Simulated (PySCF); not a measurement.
# C₅H₇FOSi: vibronic structure

Wanted: vibronic structure for C₅H₇FOSi (`FC1=C[C@@H](O[SiH3])C=C1`).

Programs: PySCF 2.14.0, with routines of our own; each step states its level. All values are computed. Atoms count from 0.

## (1) The starting structure

15 atoms, charge 0, multiplicity 1; geometry from: GFN2-xTB.

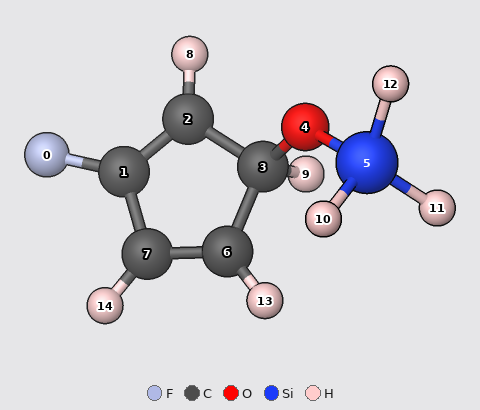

The starting geometry (fluorine light blue, carbon dark grey, oxygen red, silicon blue, hydrogen pink).

## (2) Vibronic structure: TDA LC-wPBE/def2-SV(P)

Job settings and geometry (Å):

```
{"job": {"kind": "vib", "xc": "LC-wPBE", "basis": "def2-SV(P)", "tda": true}, "charge": 0, "multiplicity": 1}
F     -3.398190     0.482682     1.067594
C     -2.171941     0.336152     0.554238
C     -1.135026     1.160288     0.722649
C      0.015200     0.619869    -0.086144
O      1.203649     0.543893     0.624934
Si     2.529273    -0.363505     0.406953
C     -0.540226    -0.667942    -0.638731
C     -1.822652    -0.794805    -0.289085
H     -1.079812     2.059336     1.302464
H      0.168841     1.298753    -0.946801
H      2.241019    -1.789701     0.576950
H      3.092903    -0.170177    -0.934598
H      3.349672     0.198890     1.465267
H      0.053777    -1.328232    -1.241018
H     -2.510902    -1.577510    -0.549032
```

Method: TDA LC-wPBE/def2-SV(P) vertical-gradient vibronic structure (displaced harmonic oscillators, Condon), gas phase.

The run is started by

```sh
OMP_NUM_THREADS=1 python excited_run.py task.json out
```

One launch serves the whole session: the jobs run in the order shown.

Standard output:

```text
final grid: 60096 points
cycle   1  E = -658.4198088269  dE =  1.717e+00  |g| = 8.151e-01  |ddm| = 4.119e+00
cycle   2  E = -658.4335092961  dE = -1.370e-02  |g| = 8.462e-01  |ddm| = 1.420e+00
cycle   3  E = -658.5568747257  dE = -1.234e-01  |g| = 6.842e-02  |ddm| = 7.248e-01
cycle   4  E = -658.5580165629  dE = -1.142e-03  |g| = 2.600e-02  |ddm| = 1.157e-01
cycle   5  E = -658.5582040725  dE = -1.875e-04  |g| = 7.565e-03  |ddm| = 4.252e-02
cycle   6  E = -658.5582196943  dE = -1.562e-05  |g| = 1.873e-03  |ddm| = 1.131e-02
cycle   7  E = -658.5582214096  dE = -1.715e-06  |g| = 1.032e-03  |ddm| = 4.104e-03
cycle   8  E = -658.5582218825  dE = -4.729e-07  |g| = 2.873e-04  |ddm| = 2.041e-03
cycle   9  E = -658.5582219420  dE = -5.953e-08  |g| = 1.248e-04  |ddm| = 8.298e-04
cycle  10  E = -658.5582219510  dE = -8.923e-09  |g| = 4.859e-05  |ddm| = 2.586e-04
cycle  11  E = -658.5582219522  dE = -1.221e-09  |g| = 1.316e-05  |ddm| = 1.333e-04
cycle  12  E = -658.5582219523  dE = -9.550e-11  |g| = 6.423e-06  |ddm| = 3.081e-05
converged SCF energy = -658.5582219523

Singlet excitations (eV, f): 5.341 (0.0786)  6.642 (0.0233)  6.996 (0.0151)  7.839 (0.0590)  8.101 (0.0023)  8.297 (0.0055)

State S1  5.3413 eV  f = 0.07859  H->L 0.95
  relaxed dipole 0.827 D, largest gradient of the excitation energy 0.1056 Eh/bohr
  mode    cm-1        S   lambda/meV  Raman
   31   1587.2    1.6773     330.1   1.000
   13    716.1    1.3025     115.6   0.158
   30   1335.5    0.6818     112.9   0.288
   29   1260.9    0.2101      32.8   0.079
   17    816.9    0.2923      29.6   0.046
   32   1671.9    0.1293      26.8   0.086
    7    411.0    0.5225      26.6   0.021
    2     99.6    2.0805      25.7   0.005
   15    767.3    0.1763      16.8   0.025
   16    801.2    0.1266      12.6   0.019
   22    944.5    0.1072      12.6   0.023
   27   1208.0    0.0823      12.3   0.028
  reorganisation energy 0.8263 eV, total S 8.685, 0-0 4.5150 eV
  absorption maximum 5.283 eV, width 0.838 eV

State S2  6.6423 eV  f = 0.02335  H-1->L 0.87
  relaxed dipole 5.044 D, largest gradient of the excitation energy 0.0663 Eh/bohr
  mode    cm-1        S   lambda/meV  Raman
   31   1587.2    0.7931     156.1   1.000
   30   1335.5    0.6345     105.1   0.566
   19    842.9    0.5515      57.6   0.196
   29   1260.9    0.2344      36.7   0.187
    4    176.0    1.6734      36.5   0.026
   28   1232.4    0.2309      35.3   0.176
    8    479.2    0.4329      25.7   0.050
   17    816.9    0.2033      20.6   0.068
    3    136.9    0.9771      16.6   0.009
   24   1067.2    0.1232      16.3   0.070
   13    716.1    0.1806      16.0   0.046
   15    767.3    0.1566      14.9   0.046
  reorganisation energy 0.6240 eV, total S 7.069, 0-0 6.0183 eV
  absorption maximum 6.574 eV, width 0.708 eV

State S4  7.8394 eV  f = 0.05900  H-3->L 0.58, H->L+4 0.22, H-1->L+1 0.10
  relaxed dipole 1.896 D, largest gradient of the excitation energy 0.0850 Eh/bohr
  mode    cm-1        S   lambda/meV  Raman
   31   1587.2    1.3622     268.1   1.000
   13    716.1    0.1914      17.0   0.029
    8    479.2    0.1939      11.5   0.013
   16    801.2    0.1138      11.3   0.021
   29   1260.9    0.0689      10.8   0.032
   22    944.5    0.0843       9.9   0.022
   30   1335.5    0.0583       9.7   0.030
   19    842.9    0.0907       9.5   0.019
   10    598.8    0.0782       5.8   0.008
    6    319.3    0.1412       5.6   0.004
   25   1126.8    0.0343       4.8   0.013
   32   1671.9    0.0182       3.8   0.015
  reorganisation energy 0.3952 eV, total S 2.753, 0-0 7.4442 eV
  absorption maximum 7.642 eV, width 0.606 eV

State T1  2.8431 eV  f = 0.00000  H->L 0.89
  relaxed dipole 1.238 D, largest gradient of the excitation energy 0.1244 Eh/bohr
  mode    cm-1        S   lambda/meV  Raman
   31   1587.2    2.4702     486.1   1.000
   30   1335.5    1.1946     197.8   0.342
   13    716.1    0.5908      52.5   0.049
   32   1671.9    0.1383      28.7   0.062
    2     99.6    2.2361      27.6   0.004
   17    816.9    0.2652      26.9   0.028
    7    411.0    0.4935      25.1   0.013
   22    944.5    0.2114      24.8   0.030
   24   1067.2    0.1054      13.9   0.019
   15    767.3    0.1261      12.0   0.012
   27   1208.0    0.0740      11.1   0.017
    4    176.0    0.4770      10.4   0.002
  reorganisation energy 0.9767 eV, total S 9.165, 0-0 1.8664 eV
  absorption maximum 2.826 eV, width 0.955 eV
```

Run time: 51 s. Hardware: 1 thread of Arm Neoverse V1, shared host; peak memory 0.68 GiB.

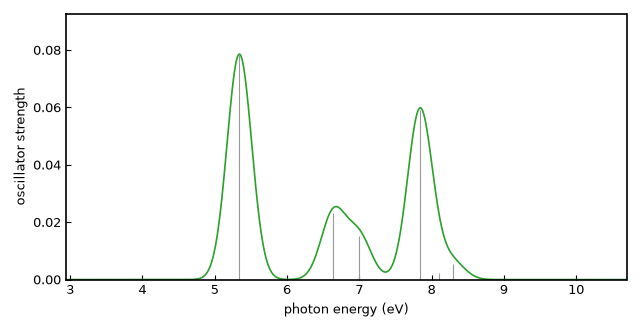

Absorption lines of the singlets. Lines are broadened to a width of 0.40 eV (Gaussian).

The fields below are evaluated on a grid from the run's orbitals.

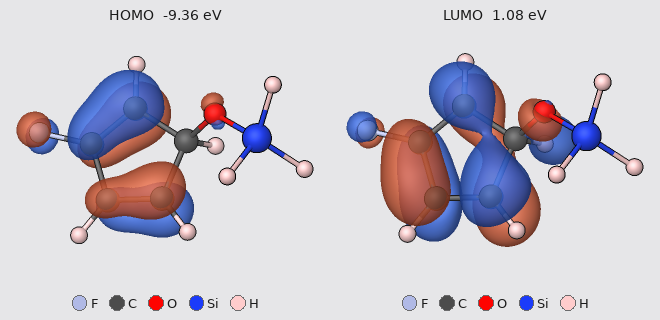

LC-wPBE/def2-SV(P) orbitals near the gap, drawn at the value that encloses 70 % of each; the two colours are the two signs.

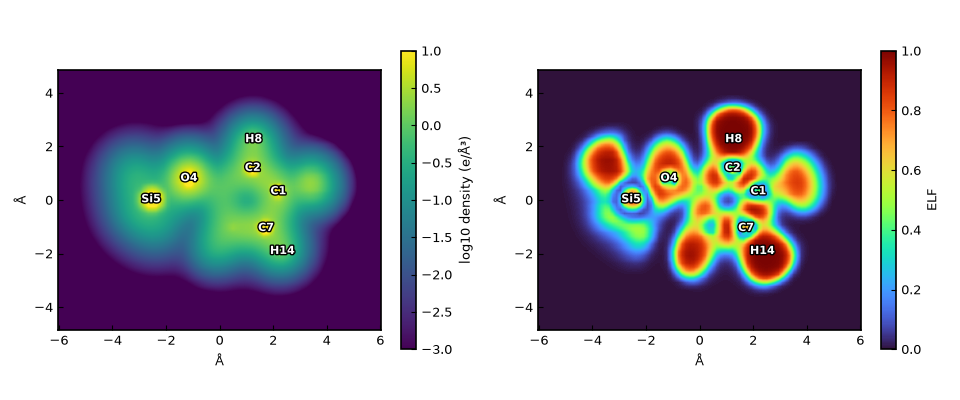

Density (left) and ELF (right) in a plane through or near 7 of the atoms.

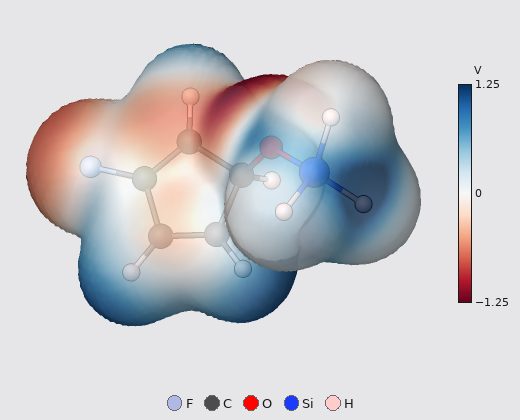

The potential that a unit positive charge feels on the 0.002 e/bohr³ surface, from -1.09 V near O4 to 1.25 V near H11.

## (3) Vibronic structure: TDA LC-wPBE/def2-SV(P)

The job, as its differences from that of step 2:

```diff
@@ -1,2 +1,2 @@
-{"job": {"kind": "vib", "xc": "LC-wPBE", "basis": "def2-SV(P)", "tda": true}, "charge": 0, "multiplicity": 1}
+{"job": {"kind": "vib", "xc": "LC-wPBE", "basis": "def2-SV(P)", "tda": true, "grid": 3, "nbright": 1}, "charge": 0, "multiplicity": 1}
 F     -3.398190     0.482682     1.067594
```

Level: TDA LC-wPBE/def2-SV(P) vertical-gradient vibronic structure (displaced harmonic oscillators, Condon), gas phase.

Standard output:

```text
coarse grid: 13568 points
cycle   1  E = -658.3010436658  dE =  1.711e+00  |g| = 8.112e-01  |ddm| = 4.120e+00
cycle   2  E = -658.3145136117  dE = -1.347e-02  |g| = 8.417e-01  |ddm| = 1.410e+00
cycle   3  E = -658.4367834143  dE = -1.223e-01  |g| = 6.903e-02  |ddm| = 7.180e-01
cycle   4  E = -658.4379275744  dE = -1.144e-03  |g| = 2.646e-02  |ddm| = 1.163e-01
cycle   5  E = -658.4381140796  dE = -1.865e-04  |g| = 7.813e-03  |ddm| = 4.273e-02
cycle   6  E = -658.4381329178  dE = -1.884e-05  |g| = 2.017e-03  |ddm| = 1.151e-02
cycle   7  E = -658.4381347293  dE = -1.811e-06  |g| = 1.028e-03  |ddm| = 4.141e-03
final grid: 186776 points
cycle   8  E = -658.5581464056  dE = -2.403e-05  |g| = 9.312e-03  |ddm| = 2.538e-02
cycle   9  E = -658.5581448472  dE =  1.558e-06  |g| = 1.025e-02  |ddm| = 1.701e-02
cycle  10  E = -658.5581613201  dE = -1.647e-05  |g| = 2.958e-04  |ddm| = 8.547e-03
cycle  11  E = -658.5581613509  dE = -3.082e-08  |g| = 1.494e-04  |ddm| = 6.804e-04
cycle  12  E = -658.5581613580  dE = -7.091e-09  |g| = 3.790e-05  |ddm| = 2.481e-04
cycle  13  E = -658.5581613585  dE = -5.159e-10  |g| = 1.503e-05  |ddm| = 7.322e-05
converged SCF energy = -658.5581613585

Singlet excitations (eV, f): 5.341 (0.0786)  6.642 (0.0233)  6.996 (0.0151)  7.839 (0.0590)  8.101 (0.0023)  8.297 (0.0055)

State S1  5.3412 eV  f = 0.07861  H->L 0.95
  relaxed dipole 0.827 D, largest gradient of the excitation energy 0.1057 Eh/bohr
  mode    cm-1        S   lambda/meV  Raman
   31   1587.2    1.6778     330.2   1.000
   13    716.1    1.3016     115.6   0.158
   30   1335.5    0.6815     112.8   0.288
   29   1260.9    0.2096      32.8   0.079
   17    816.9    0.2934      29.7   0.046
   32   1671.9    0.1300      26.9   0.086
    7    411.0    0.5256      26.8   0.021
    2     99.6    2.0712      25.6   0.005
   15    767.3    0.1759      16.7   0.025
   16    801.2    0.1282      12.7   0.019
   22    944.5    0.1074      12.6   0.023
   27   1208.0    0.0827      12.4   0.029
  reorganisation energy 0.8265 eV, total S 8.678, 0-0 4.5148 eV
  absorption maximum 5.283 eV, width 0.838 eV

State S4  7.8392 eV  f = 0.05904  H-3->L 0.58, H->L+4 0.22, H-1->L+1 0.10
  relaxed dipole 1.896 D, largest gradient of the excitation energy 0.0850 Eh/bohr
  mode    cm-1        S   lambda/meV  Raman
   31   1587.2    1.3615     267.9   1.000
   13    716.1    0.1909      16.9   0.029
    8    479.2    0.1951      11.6   0.013
   16    801.2    0.1140      11.3   0.021
   29   1260.9    0.0688      10.8   0.032
   22    944.5    0.0841       9.9   0.022
   30   1335.5    0.0583       9.6   0.030
   19    842.9    0.0902       9.4   0.019
   10    598.8    0.0781       5.8   0.008
    6    319.3    0.1424       5.6   0.004
   25   1126.8    0.0344       4.8   0.013
   32   1671.9    0.0180       3.7   0.015
  reorganisation energy 0.3950 eV, total S 2.752, 0-0 7.4442 eV
  absorption maximum 7.642 eV, width 0.606 eV

State T1  2.8417 eV  f = 0.00000  H->L 0.89
  relaxed dipole 1.239 D, largest gradient of the excitation energy 0.1244 Eh/bohr
  mode    cm-1        S   lambda/meV  Raman
   31   1587.2    2.4729     486.6   1.000
   30   1335.5    1.1947     197.8   0.342
   13    716.1    0.5906      52.4   0.049
   32   1671.9    0.1382      28.6   0.062
    2     99.6    2.1926      27.1   0.003
   17    816.9    0.2657      26.9   0.028
    7    411.0    0.4943      25.2   0.013
   22    944.5    0.2109      24.7   0.030
   24   1067.2    0.1055      14.0   0.019
   15    767.3    0.1257      12.0   0.012
   27   1208.0    0.0743      11.1   0.017
    4    176.0    0.4727      10.3   0.002
  reorganisation energy 0.9763 eV, total S 9.116, 0-0 1.8654 eV
  absorption maximum 2.825 eV, width 0.955 eV
```

Wall time 89 s (1 thread of Arm Neoverse V1, shared host); peak memory 0.69 GiB.

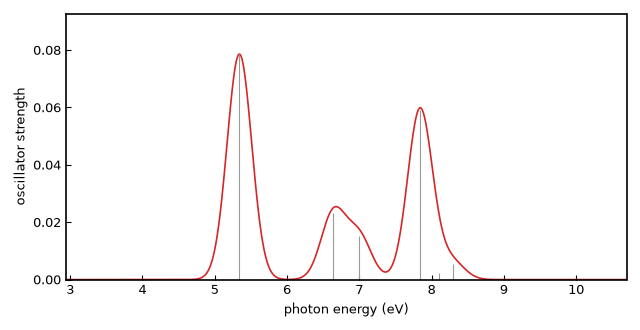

Absorption lines of the singlets. Lines are broadened to a width of 0.40 eV (Gaussian).

## (4) Results

```
                                                                                        quantity                     value
S1: vertical, reorganisation, 0-0, total S (step 2, TDA LC-wPBE/def2-SV(P), modes from GFN2-xTB)  5.34, 0.83, 4.51 eV; 8.7
S2: vertical, reorganisation, 0-0, total S (step 2, TDA LC-wPBE/def2-SV(P), modes from GFN2-xTB)  6.64, 0.62, 6.02 eV; 7.1
S4: vertical, reorganisation, 0-0, total S (step 2, TDA LC-wPBE/def2-SV(P), modes from GFN2-xTB)  7.84, 0.40, 7.44 eV; 2.8
                      potential on the surface of density 0.002 e/bohr³, 1st and 99th percentile        -1.09 V and 1.25 V
S1: vertical, reorganisation, 0-0, total S (step 3, TDA LC-wPBE/def2-SV(P), modes from GFN2-xTB)  5.34, 0.83, 4.51 eV; 8.7
S4: vertical, reorganisation, 0-0, total S (step 3, TDA LC-wPBE/def2-SV(P), modes from GFN2-xTB)  7.84, 0.40, 7.44 eV; 2.8
T1: vertical, reorganisation, 0-0, total S (step 3, TDA LC-wPBE/def2-SV(P), modes from GFN2-xTB)  2.84, 0.98, 1.87 eV; 9.1
```

In words: The vibronic model keeps the ground-state modes (from xTB) and shifts them along the gradient alone, so it can miss much of the relaxation that a full optimisation finds.
